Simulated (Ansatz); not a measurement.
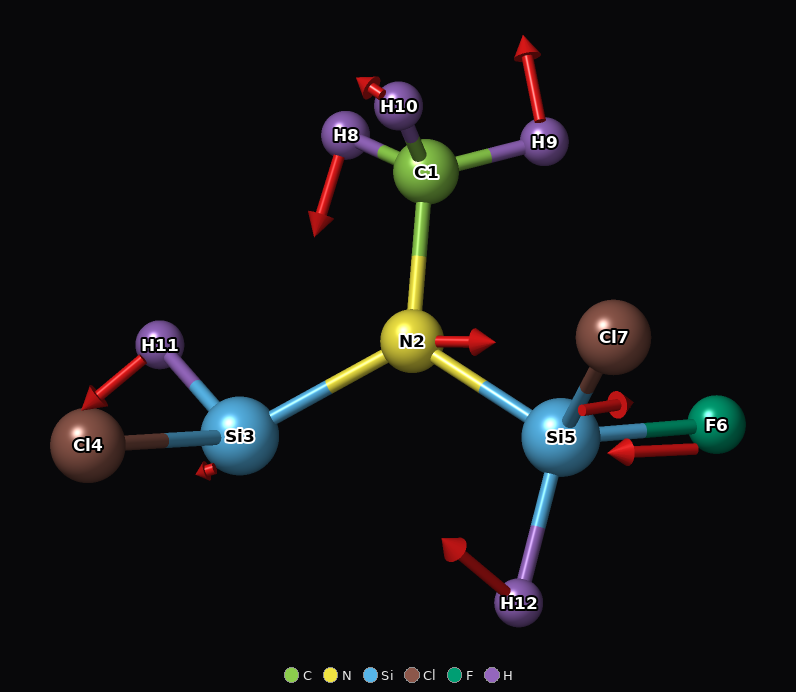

The arrows show one normal mode. The species is neutral and a spin doublet. Harmonic vibrations computed with UKS PBE0-D4/def2-TZVP (Ansatz 0.2.0) at a stationary point of the same level.

### At what wavenumber does it lie?

899 cm⁻¹; it is mode 18 of 30 counted from the lowest.
